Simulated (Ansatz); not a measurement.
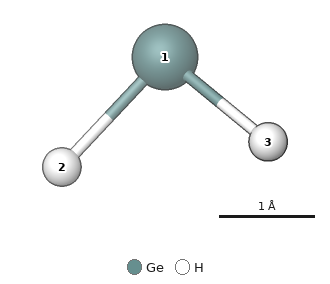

The structure as given in the input (ball-and-stick view, seen at a tilt; atoms are numbered from 1 in the order of the input). Sticks mark near contacts. Bond lengths as drawn: Ge–H 1.59 Å.

**Run report: GeH$_{2}$, single-point calculation**

The run: single-point calculation of GeH$_{2}$. Method and program: RKS B3LYP-D4/def2-TZVPP (Ansatz 0.2.0).

The geometry comes from this level: PBE0-D4/def2-TZVP.

## Output
```
Functional definition: B3LYP
  name "B3LYP"
  cite "Stephens, Devlin, Chabalowski & Frisch, J. Phys. Chem. 98, 11623 (1994) doi:10.1021/j100096a001"
  cite "Becke, Phys. Rev. A 38, 3098 (1988) doi:10.1103/PhysRevA.38.3098"
  cite "Lee, Yang & Parr, Phys. Rev. B 37, 785 (1988) doi:10.1103/PhysRevB.37.785"
  cite "Vosko, Wilk & Nusair, Can. J. Phys. 58, 1200 (1980) doi:10.1139/p80-159"
  parameter a0 = 0.2
  parameter ax = 0.72
  parameter ac = 0.81
  exchange = (1 - a0 - ax)*slater_x + ax*b88_x + a0*exact_x
  correlation = (1 - ac)*vwn_rpa_c + ac*lyp_c
507 factors; their error is unknown
mean field evaluation 1: about -56549.8426 eV, gradient 1.8e1 eV
mean field evaluation 2: about -56550.0792 eV, gradient 1.7e1 eV
mean field evaluation 4: about -56550.4067 eV, gradient 4.4e-1 eV
mean field evaluation 8: about -56550.6255 eV, gradient 3.5e-3 eV
mean field -56550.62551097 eV, -2078.1971561373 hartree, gradient 9.6e-6 eV, S^2 0.000000; 0 other end points of the search recorded, 0 dependent functions left out
reference -56550.62568341 eV, -2078.1971624745 hartree; 17, 17 occupied and 59, 59 virtual orbitals, 507 factors
Total energy: -56550.66365750 eV, -2078.1985579967 hartree
```

This output came from the following input.

## The input
```yaml
crystal:
  periodic: [false, false, false]
  atoms:
    - {symbol: Ge, position_ang: [-1.666160, 0.729883, 0.271343]}
    - {symbol: H, position_ang: [-1.887716, -0.645366, 1.046699]}
    - {symbol: H, position_ang: [-1.836485, -0.011804, -1.129535]}
basis:
  gaussian: {orbitals: def2-TZVPP}
hamiltonian: {xc: {name: B3LYP}, dispersion: d4}
```

Command:
```bash
ansatz run in.yaml --threads 2 --pin off --events-out ev --progress --plain --max-ram 4352MiB
```

## Results in brief

- outcome: converged
- total energy: −56550.6637 eV
- mean-field energy: −56550.6257 eV
- dispersion energy: −0.0380 eV
- SCF solution under orbital rotations: stable
- hardware: 2 threads of Arm Neoverse V1, 23 GiB of memory available, shared host
- peak memory: 0.37 GiB
